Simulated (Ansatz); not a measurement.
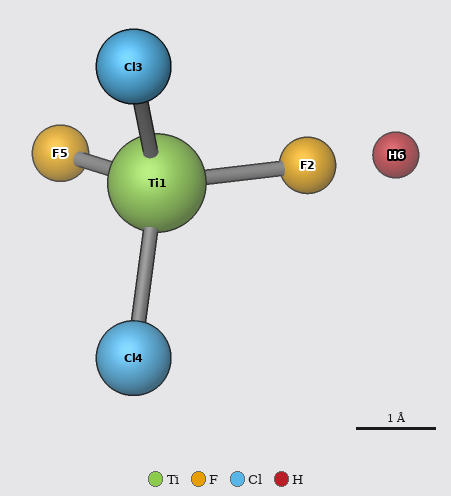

**Figure 1.** The input geometry (ball-and-stick view, seen at a tilt; atoms are numbered from 1 in the order of the input). Sticks mark near contacts. Bond lengths as drawn: Cl–Ti 2.37 Å and F–Ti 1.83 to 2.08 Å.

## Geometry relaxation of TiHCl$_{2}$F$_{2}$

- system: TiHCl$_{2}$F$_{2}$, multiplicity 2
- method: UKS PBE-D4/def2-SVP (Ansatz 0.2.0)

The input holds or restrains some coordinates. It belongs to a series of runs on one base structure; here: pulled along the bonds that form and break, towards end A. Figures and captions count atoms from 1; the log counts them from 0 in places.

Input file
```yaml
crystal:
  periodic: [false, false, false]
  atoms:
    - { symbol: Ti, position_ang: [0.0, 0.0, 0.0] }
    - { symbol: F, position_ang: [0.0, 0.0, 2.08] }
    - { symbol: Cl, position_ang: [2.2349, 0.0, -0.7892] }
    - { symbol: Cl, position_ang: [-1.1163, 1.9339, -0.7892] }
    - { symbol: F, position_ang: [-0.8619, -1.4933, -0.6094] }
    - { symbol: H, position_ang: [0.0, 0.0, 3.3] }
magnetization:
  spin_polarized: true
  initial_magnetization: 1
basis:
  gaussian: { orbitals: def2-SVP }
hamiltonian:
  xc: pbe
  dispersion: d4
relax:
  f_tol: 0.15
  max_steps: 25
  restrain:
    - { distance: [1, 5], at: 2.12, k: 30.0 }
    - { distance: [0, 1], at: 1.83, k: 30.0 }
output:
  orbitals: {}
```

Run as:
```bash
ansatz run input.yaml --threads 4 --pin off --max-ram 5120MiB --backend cpu --events-out ev --progress --plain --runs-dir out
```

Log
```
The last accepted step is kept in [file] (removed where the run ends without a failure and the disk answers)
Engine: ansatz 0.2.0, aarch64-unknown-linux-gnu
Functional definition: PBE
  parameter kappa = 0.804
  parameter beta = 0.06672455060314922
  exchange = pbe_x(kappa = kappa, mu = beta*pi^2/3)
  correlation = pbe_c(beta = beta)
1124 factors; their error is unknown
mean field evaluation 1: about -53574.4730 eV, gradient 3.1e1 eV
mean field evaluation 2: about -53459.6682 eV, gradient 1.7e2 eV
mean field evaluation 4: about -53551.4079 eV, gradient 8.3e1 eV
mean field evaluation 8: about -53578.5670 eV, gradient 1.6e-1 eV
mean field evaluation 16: about -53578.5253 eV, gradient 2.5e-5 eV
mean field evaluation 32: about -53578.4643 eV, gradient 2.8e0 eV
mean field evaluation 64: about -53578.4902 eV, gradient 1.8e0 eV
mean field -53578.52529466 eV, -1968.9744877500 hartree, gradient 5.7e-6 eV, S^2 0.759052; 10 other end points of the search recorded, 0 dependent functions left out
the calculation of the forces begins
reference -53578.52539540 eV, -1968.9744914521 hartree; 38, 37 occupied and 62, 63 virtual orbitals, 1124 factors
relax step   1: F+E_penalty+E_count = -53578.66941975 eV  Δ(F+E_penalty+E_count) = +0.000e0 eV  max|allowed force component| = 2.092e0 eV/Å  E_restraint = 13.08750000 eV  max|allowed force component, restraints' pulls added| = 3.329e1 eV/Å  Δτ_max = 0.0000 Å  (240 SCF iters, accepted)
  distance F 1 - H 5 = 1.2200 Å
  distance Ti 0 - F 1 = 2.0800 Å
these checks for a lower state are left out or cut short: starts, cluster_reference, orbital_swaps, neighbouring_geometries, increment
1124 factors; their error is unknown
mean field -53578.87207945 eV, -1968.9872318560 hartree, gradient 2.0e-5 eV, S^2 0.754998; 0 other end points of the search recorded, 0 dependent functions left out
the calculation of the forces begins
reference -53578.87217986 eV, -1968.9872355460 hartree; 38, 37 occupied and 62, 63 virtual orbitals, 1124 factors
relax step   2: F+E_penalty+E_count = -53579.02583474 eV  Δ(F+E_penalty+E_count) = -3.564e-1 eV  max|allowed force component| = 2.591e0 eV/Å  E_restraint = 4.57979231 eV  max|allowed force component, restraints' pulls added| = 2.141e1 eV/Å  Δτ_max = 0.1948 Å  (50 SCF iters, accepted)
  distance F 1 - H 5 = 1.5733 Å
  distance Ti 0 - F 1 = 1.9105 Å
these checks for a lower state are left out or cut short: starts, cluster_reference, orbital_swaps, neighbouring_geometries, increment
1124 factors; their error is unknown
mean field -53579.46732516 eV, -1969.0091067324 hartree, gradient 2.2e-5 eV, S^2 0.750357; 0 other end points of the search recorded, 0 dependent functions left out
the calculation of the forces begins
reference -53579.46742555 eV, -1969.0091104215 hartree; 38, 37 occupied and 62, 63 virtual orbitals, 1124 factors
relax step   3: F+E_penalty+E_count = -53579.62563705 eV  Δ(F+E_penalty+E_count) = -5.998e-1 eV  max|allowed force component| = 1.077e0 eV/Å  E_restraint = 0.54514968 eV  max|allowed force component, restraints' pulls added| = 5.308e0 eV/Å  Δτ_max = 0.1950 Å  (41 SCF iters, accepted)
  distance F 1 - H 5 = 1.9569 Å
  distance Ti 0 - F 1 = 1.7312 Å
these checks for a lower state are left out or cut short: starts, cluster_reference, orbital_swaps, neighbouring_geometries, increment
1124 factors; their error is unknown
mean field -53579.59375420 eV, -1969.0137529139 hartree, gradient 1.9e-5 eV, S^2 0.750188; 0 other end points of the search recorded, 0 dependent functions left out
the calculation of the forces begins
reference -53579.59385454 eV, -1969.0137566012 hartree; 38, 37 occupied and 62, 63 virtual orbitals, 1124 factors
relax step   4: F+E_penalty+E_count = -53579.75446804 eV  Δ(F+E_penalty+E_count) = -1.288e-1 eV  max|allowed force component| = 1.388e0 eV/Å  E_restraint = 0.03094652 eV  max|allowed force component, restraints' pulls added| = 2.588e-1 eV/Å  Δτ_max = 0.1777 Å  (35 SCF iters, accepted)
  distance F 1 - H 5 = 2.1308 Å
  distance Ti 0 - F 1 = 1.7859 Å
these checks for a lower state are left out or cut short: starts, cluster_reference, orbital_swaps, neighbouring_geometries, increment
1124 factors; their error is unknown
mean field -53579.59125617 eV, -1969.0136611128 hartree, gradient 6.3e-5 eV, S^2 0.750193; 0 other end points of the search recorded, 0 dependent functions left out
the calculation of the forces begins
reference -53579.59135643 eV, -1969.0136647973 hartree; 38, 37 occupied and 62, 63 virtual orbitals, 1124 factors
relax step   5: F+E_penalty+E_count = -53579.75180929 eV  Δ(F+E_penalty+E_count) = +2.659e-3 eV  max|allowed force component| = 1.464e0 eV/Å  E_restraint = 0.02594281 eV  max|allowed force component, restraints' pulls added| = 5.911e-2 eV/Å  Δτ_max = 0.0170 Å  (30 SCF iters, accepted)
  distance F 1 - H 5 = 2.1279 Å
  distance Ti 0 - F 1 = 1.7892 Å
1124 factors; their error is unknown
mean field evaluation 96: about -53575.9181 eV, gradient 3.4e1 eV
```

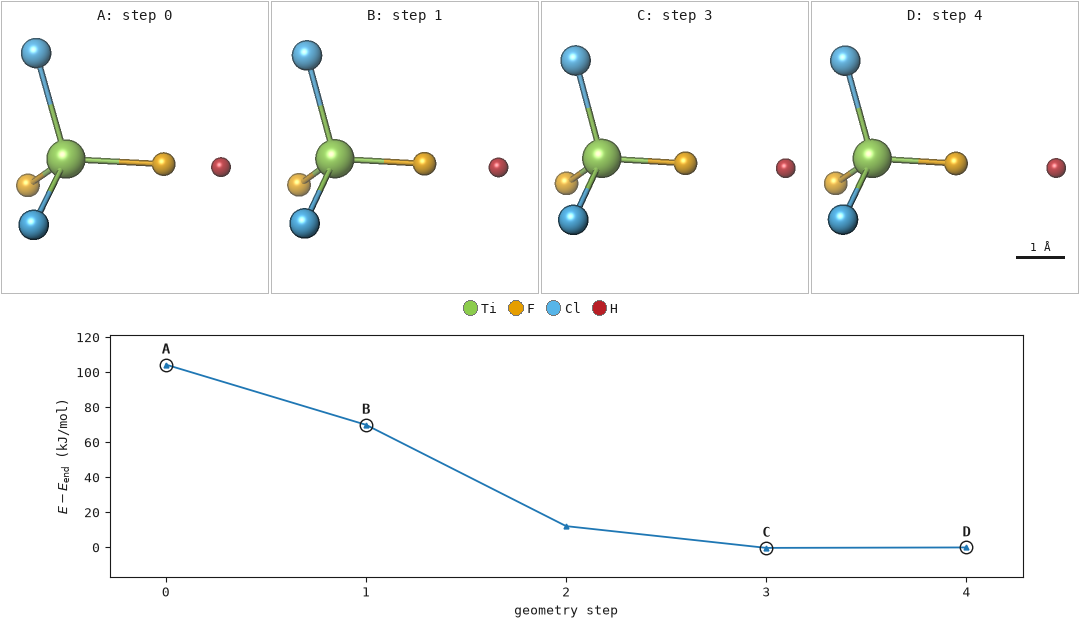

**Figure 2.** Frames of the restrained relaxation (ball-and-stick view, seen at a tilt) above the curves, on which the letters mark them (the first geometry is step 0 here and step 1 in the log).

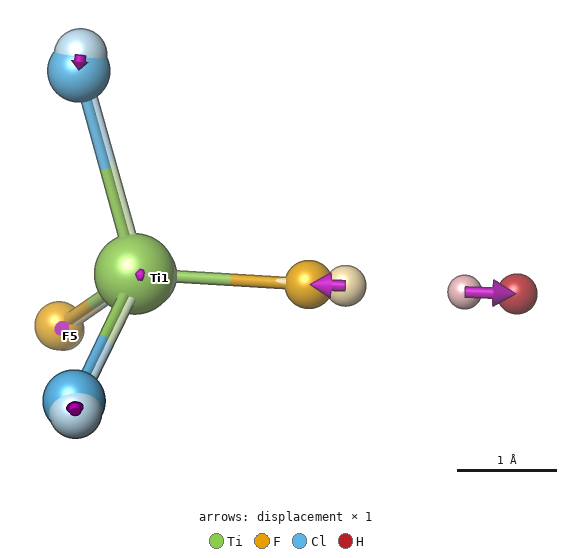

**Figure 3.** Start (faint) and end (solid) with the displacements as pink arrows, at true length (ball-and-stick view, seen at a tilt). The two geometries are laid on each other by the best rigid fit. After 4 geometry steps the energy has fallen by 104.4 kJ/mol. The largest force component goes from 2.1 to 1.5 eV/Å. The largest move after the best rigid fit is that of H6, 0.53 Å. Largest moves by element: H 0.53 Å, F 0.37 Å, Cl 0.16 Å, Ti 0.09 Å. Distances before and after: Ti1–F2 2.080 → 1.789 Å, Ti1–Cl3 2.370 → 2.181 Å, Ti1–F5 1.829 → 1.736 Å. (Atoms are counted from 1 in the order of the input.)

```
mean field -53579.59125617 eV, -1969.0136611128 hartree, gradient 6.3e-5 eV, S^2 0.750193; 1 other end points of the search recorded, 0 dependent functions left out
the calculation of the forces begins
reference -53579.59135643 eV, -1969.0136647973 hartree; 38, 37 occupied and 62, 63 virtual orbitals, 1124 factors
Total energy: -53579.75190955 eV, -1969.0195650156 hartree
Atom 0 at     0.012414     0.020558    -0.082742 Å, force    -0.049898    -0.084171     1.235670 eV/Å
Atom 1 at    -0.009119    -0.016052     1.705924 Å, force     0.020572     0.034671    -1.464233 eV/Å
Atom 2 at     2.073050     0.010528    -0.796805 Å, force    -0.013662     0.007153     0.001864 eV/Å
Atom 3 at    -1.026631     1.799950    -0.797174 Å, force     0.013374    -0.008394     0.001881 eV/Å
Atom 4 at    -0.804320    -1.393963    -0.670433 Å, force     0.027334     0.046767     0.004055 eV/Å
Atom 5 at     0.011306     0.019578     3.833431 Å, force     0.002280     0.003974     0.220762 eV/Å
Dipole moment:     0.008426     0.014395    -0.076623 e Å
```

Trajectory as extended XYZ (Å, eV, eV/Å), 5 frames, from step=1 to step=5
```
6
Properties=species:S:1:pos:R:3:forces:R:3 step=1 energy=-53578.66942
Ti    0.0000    0.0000    0.0000   -0.1804  -0.3327  -1.4916
F     0.0000    0.0000    2.0800   -0.0930  -0.1592   1.2132
Cl    2.2349    0.0000   -0.7892   -1.7146   0.0170   0.7251
Cl   -1.1163    1.9339   -0.7892    0.8665  -1.4672   0.7221
F    -0.8619   -1.4933   -0.6094    1.0636   1.8429   0.9235
H     0.0000    0.0000    3.3000    0.0578   0.0991  -2.0923
6
Properties=species:S:1:pos:R:3:forces:R:3 step=2 energy=-53579.02584
Ti    0.0064    0.0105   -0.0252   -0.0777  -0.1471   0.7742
F    -0.0028   -0.0048    1.8853   -0.0076  -0.0139  -2.5906
Cl    2.1864    0.0012   -0.7678   -1.5006   0.0081   0.5033
Cl   -1.0912    1.8928   -0.7679    0.7535  -1.2885   0.5010
F    -0.8441   -1.4625   -0.5909    0.8220   1.4233   0.5390
H     0.0020    0.0035    3.4586    0.0105   0.0181   0.2730
6
Properties=species:S:1:pos:R:3:forces:R:3 step=3 energy=-53579.62564
Ti    0.0085    0.0140   -0.0407    0.0833   0.1347  -1.0773
F    -0.0035   -0.0061    1.6903    0.0096   0.0163  -0.2158
Cl    2.1517    0.0012   -0.7590   -1.0292   0.0024   0.3280
Cl   -1.0739    1.8629   -0.7592    0.5137  -0.8845   0.3260
F    -0.8295   -1.4373   -0.5864    0.4207   0.7279   0.2223
H     0.0034    0.0058    3.6472    0.0019   0.0033   0.4168
6
Properties=species:S:1:pos:R:3:forces:R:3 step=4 energy=-53579.75447
Ti    0.0127    0.0215   -0.0915    0.0734   0.1256   1.3561
F    -0.0041   -0.0077    1.6941    0.0162   0.0285  -1.3884
Cl    2.0768    0.0061   -0.7906    0.0170   0.0077  -0.0348
Cl   -1.0324    1.8013   -0.7910   -0.0021   0.0183  -0.0347
F    -0.8034   -1.3929   -0.6535   -0.1057  -0.1823  -0.1180
H     0.0071    0.0123    3.8248    0.0013   0.0023   0.2198
6
Properties=species:S:1:pos:R:3:forces:R:3 step=5 energy=-53579.75181
Ti    0.0124    0.0206   -0.0827   -0.0499  -0.0842   1.2357
F    -0.0091   -0.0161    1.7059    0.0206   0.0347  -1.4642
Cl    2.0730    0.0105   -0.7968   -0.0137   0.0072   0.0019
Cl   -1.0266    1.7999   -0.7972    0.0134  -0.0084   0.0019
F    -0.8043   -1.3940   -0.6704    0.0273   0.0468   0.0041
H     0.0113    0.0196    3.8334    0.0023   0.0040   0.2208
```

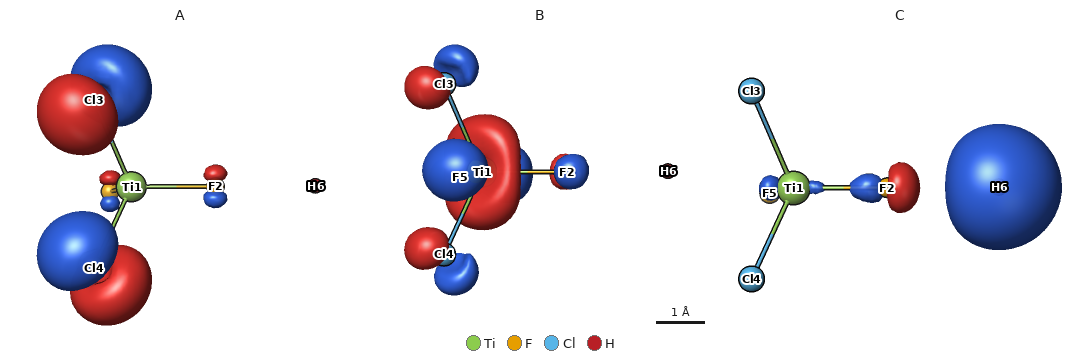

**Figure 4.** Three frontier orbitals at ±0.15 Å⁻³ᐟ² (red and blue are the two phases). A is the HOMO−1 (α) (−8.30 eV). C is the HOMO (α) (−6.82 eV). It lies mainly on H6 (90 %). B is the LUMO (α) (−4.45 eV). By Hirshfeld shares it lies mainly on Ti1 (75 %), Cl3 (10 %) and Cl4 (10 %). The HOMO–LUMO gap is 2.37 eV between the orbital energies.

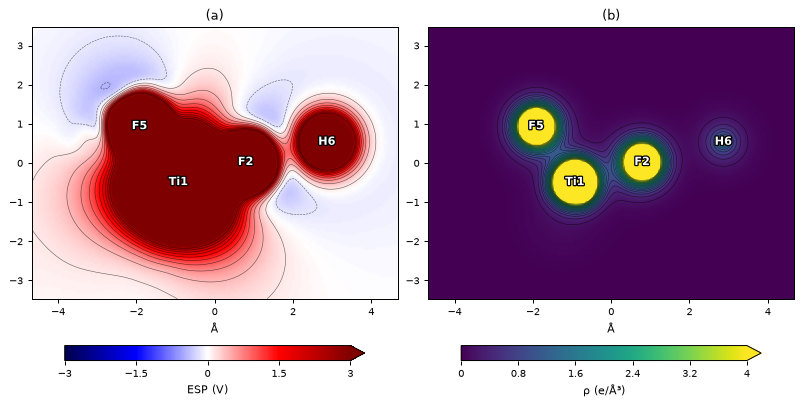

**Figure 5.** (a) electrostatic potential; (b) electron density on the plane of atoms F2, Ti1 and F5. F2···H6 (2.13 Å): ρ is about 0.17 e/Å³ halfway, with its minimum of 0.13 e/Å³ about 1.3 Å from F; a non-bonded, intermolecular contact. F–H (2.13 Å): ρ is about 0.17 e/Å³ halfway, with its minimum of 0.13 e/Å³ about 1.3 Å from F. Ti–F (1.79 Å): ρ at the midpoint is about 0.97 e/Å³.

Summary

```csv
quantity,value
outcome,converged under the restraints of the input
total energy,−53579.7519 eV
mean-field energy,−53579.5914 eV
⟨S²⟩,0.750
"largest force (length of the vector) at the end, held atoms and coordinates included",1.465 eV/Å
hardware,"4 threads of Arm Neoverse V2, 24 GiB of memory available, shared host"
wall time,14 s (CPU time 55 s)
peak memory,0.26 GiB
```
